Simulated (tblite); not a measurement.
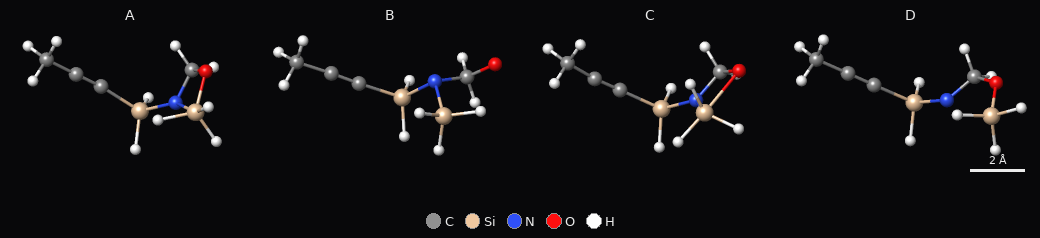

4 geometries from one relaxation of C₄H₁₀NOSi₂ (multiplicity 2), in shuffled order. A ball-and-stick model, seen from a free direction.

Method: GFN2-xTB geometry optimisation, gas phase in tblite 0.8.0. 

Order the frames from highest to lowest energy.

Answer. B, C, A, D. They are steps 0, 62, 129, 218, at +1.911 eV, +0.586 eV, +0.253 eV relative to the last. The energy falls by 1.911 eV in 218 geometry steps. The atom that moves furthest after the best rigid fit is an H atom (3.09 Å). By element the largest moves are H 3.09 Å, O 1.22 Å, Si 1.14 Å, N 0.96 Å, C 0.59 Å. Near-neighbour distances that change, for instance: Si–Si 2.913 → 4.502 Å, O–Si 3.030 → 1.634 Å, N–Si 1.808 → 2.861 Å, N–Si 1.795 → 1.694 Å. New bonds form, among them: O–Si (3.03 → 1.63 Å). Bonds break, among them: N–Si (1.81 → 2.86 Å). Among the angles between lasting bonds that change: Si–N–C 104.4° → 130.4°, N–Si–H 106.8° → 117.4°, N–Si–H 111.1° → 104.5°. Groups turn about N–Si by about 50°. The run took 1.6 s on 1 thread of Arm Neoverse V2 (shared host).
